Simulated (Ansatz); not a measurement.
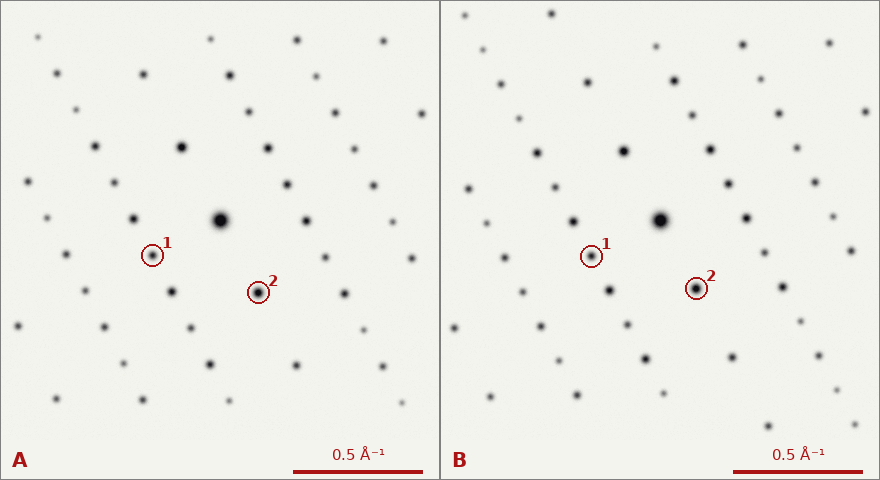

Kinematic electron diffraction patterns (120 kV, B = 0.5 Å², same scale) along [110] of the run's own cell, for the start and the end of one relaxation of BPb with Ansatz, DFT PBE, scalar-relativistic, plane waves, PAW. k mesh 12×12×8. The start is a generated model structure, and the relaxation ends in the nearest stationary point of its symmetry, not necessarily the ground state. Spot 1 is -1 1 0 and spot 2 is 0 0 2 in both.

Start structure:

```
CELL_PARAMETERS angstrom
3.89735 0.00000 0.00000
-1.94867 3.37520 0.00000
0.00000 0.00000 6.24147
ATOMIC_POSITIONS crystal
B 0.33333 0.66667 0.00000
B 0.66667 0.33333 0.50000
Pb 0.33333 0.66667 0.38210
Pb 0.66667 0.33333 0.88210
```

### Which pattern belongs to the start structure, and which to the relaxed one?

A is the start: its cell gives d(1) = 3.375 Å, d(2) = 3.121 Å and an angle of 90.0°. B is the relaxed structure, with d(1) = 3.313 Å (-1.8 %), d(2) = 3.304 Å (+5.9 %) and 90.0°.

### Summarise the relaxation behind the change.

The volume changed by +2.0 % to 20.94 Å³ an atom; with the mean shift removed, the atoms moved by up to 0.09 Å relative to the cell (B most); the space group stayed P6_3mc (No. 186); the free energy fell by 22 meV an atom. Relaxed cell: a = 3.826 Å, b = 3.826 Å, c = 6.608 Å, α = 90.00°, β = 90.00°, γ = 120.00°.
